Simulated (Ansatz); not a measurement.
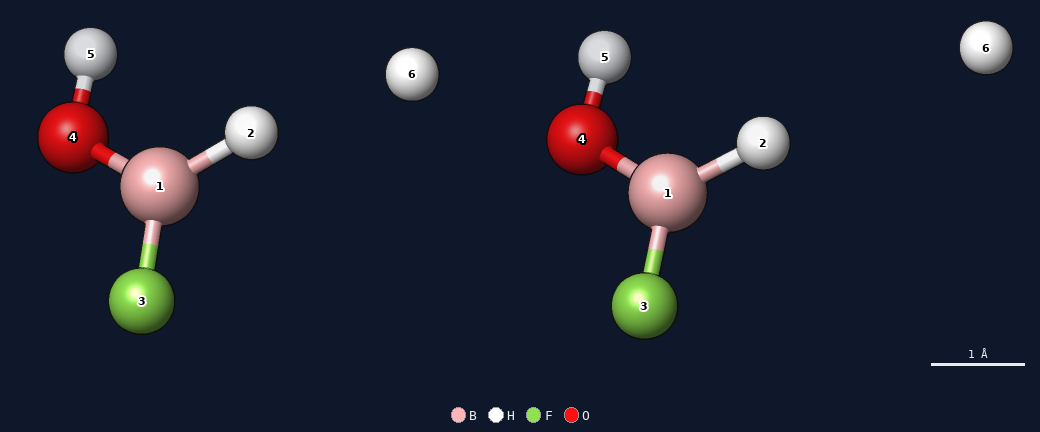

Two geometries of BH3OF (multiplicity 2), drawn at one scale. One is the start of a relaxation, the other its converged end. A ball-and-stick model, seen at a tilt.

These are results of UKS B3LYP-D4/def2-SVP (Ansatz), not measurements. Set-up: collinear spin; force threshold 0.03 eV/Å; at most 50 steps.

Question: Which geometry has the lower energy?

Answer: The right one is the relaxed one. The run prepares an end point of a later path (reaction) calculation, from a guessed geometry. The atom that moves furthest after the best rigid fit is H6 (0.67 Å). Largest moves by element: H 0.67 Å, F 0.19 Å, B 0.15 Å, O 0.12 Å. Among the contacts that change: B1–H2 1.201 → 1.209 Å. After 9 accepted moves (11 points after the start) the energy has fallen by 0.034 eV. The largest force component goes from 0.38 to 0.0036 eV/Å. The line search rejected the trial steps at points 4, 9 of the run. The forces were under the threshold at step 7, but the run went on from there. The run took 26 s on 1 thread of Arm Neoverse V1, with other jobs on the host, peak memory 0.14 GiB.
